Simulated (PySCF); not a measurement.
Breaking a bond: OH, doublet.

Computed with: UKS-LDA (SVWN5) = unrestricted LDA (SVWN5)/cc-pVDZ (PySCF 2.14.0); ROKS-LDA (SVWN5) = restricted open-shell LDA (SVWN5)/cc-pVDZ in PySCF; UMP2 = MP2 on UHF/cc-pVDZ, 1 core orbital frozen in PySCF; ROHF/cc-pVDZ (PySCF).

Energies are in kcal/mol, each relative to the lowest point of its own curve near equilibrium.

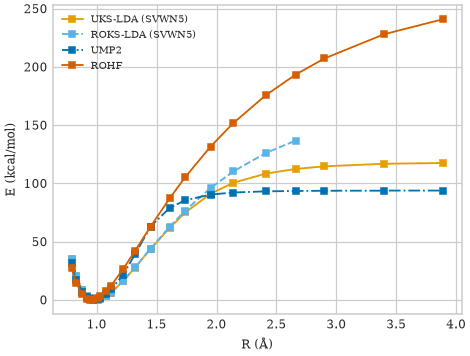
Fig. 1. Energy against bond length for each method.

```tsv
R / Å	UKS-LDA (SVWN5)	ROKS-LDA (SVWN5)	UMP2	ROHF
0.79	34.7	34.7	31.2	27.3
0.83	20.1	20.0	17.3	14.2
0.88	8.5	8.4	6.5	4.5
0.92	3.2	3.1	2.0	0.9
0.94	1.5	1.5	0.8	0.1
0.97	0.2	0.2	0.0	0.0
1.01	0.0	0.0	0.6	1.5
1.03	0.5	0.5	1.5	2.8
1.08	3.0	3.0	5.1	7.4
1.12	5.9	6.0	8.9	12.1
1.22	15.9	16.1	21.4	26.3
1.32	27.7	27.9	39.1	42.0
1.45	43.5	44.0	62.9	62.9
1.61	61.9	62.8	79.0	87.3
1.74	74.9	76.6	85.5	105.4
1.95	91.0	95.9	90.3	131.5
2.14	100.4	110.2	92.1	151.6
2.41	108.3	125.9	93.1	175.5
2.66	112.3	136.6	93.4	193.3
2.90	114.5	—	93.6	207.1
3.40	116.7	—	93.7	228.0
3.89	117.4	—	93.7	240.8
```

At the longest distance, 3.89 Å, ROHF lies highest above its minimum (240.8 kcal/mol) and UMP2 lowest (93.7 kcal/mol).

A dash means that the run gave no value there, or that the column was ended at a point which the program doubted or which failed a test of continuity chosen for this set; such a test can also cut sound points.

The unrestricted determinant behind UKS-LDA (SVWN5) is spin-contaminated at 1.74 to 3.89 Å (<S²> up to 1.7, against 0.75 for a pure doublet). The unrestricted determinant behind UMP2 is spin-contaminated at 1.32 to 3.89 Å (<S²> up to 1.8, against 0.75 for a pure doublet).
